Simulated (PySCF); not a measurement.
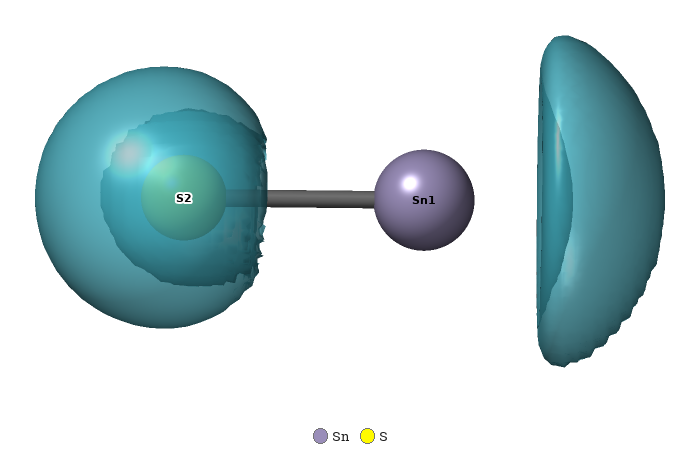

SnS. Isosurface of the electron localisation function at 0.8 (cyan), seen from one side. Core shells and regions of very low density are left out.

Theory: PBE0/x2c-TZVPPall, spin-free X2C-1e, Gaussian nucleus, at a bond length of 2.210 Å (PySCF 2.14.0).

```yaml
atoms:
  - { symbol: Sn, position_ang: [0.0000, 0.0000, -0.4652] }
  - { symbol: S, position_ang: [0.0000, 0.0000, 1.7448] }
```

Question: Describe the localisation domains.

Answer: The surface consists of one ring or bowl of non-bonding electrons around S and one lobe on Sn, pointing away from the bonds (lone pairs). Profiles from the grid: Sn–S (2.21 Å): the ELF peaks at about 0.80 in the valence shell of S, 0.9 Å from its nucleus, and drops to about 0.20 between the two atoms.
